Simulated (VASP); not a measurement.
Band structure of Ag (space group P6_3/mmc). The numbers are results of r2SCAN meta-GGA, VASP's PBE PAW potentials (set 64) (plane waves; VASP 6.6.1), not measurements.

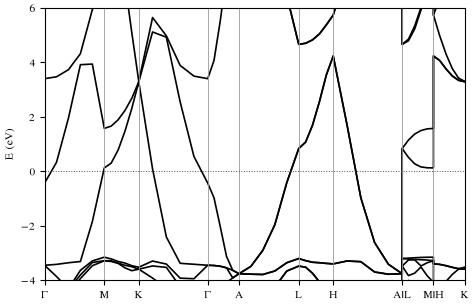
*Bands along high-symmetry lines, zero at the valence-band maximum or, without a gap, the Fermi level*

Task: Read the plot: is there a gap, and where are the band edges?

Result: It has no gap at this level: it comes out as a metal or semimetal.

The structure comes from a computed database's Ag entry (P6_3/mmc); how it stands against other phases isn't given here. It was relaxed first.
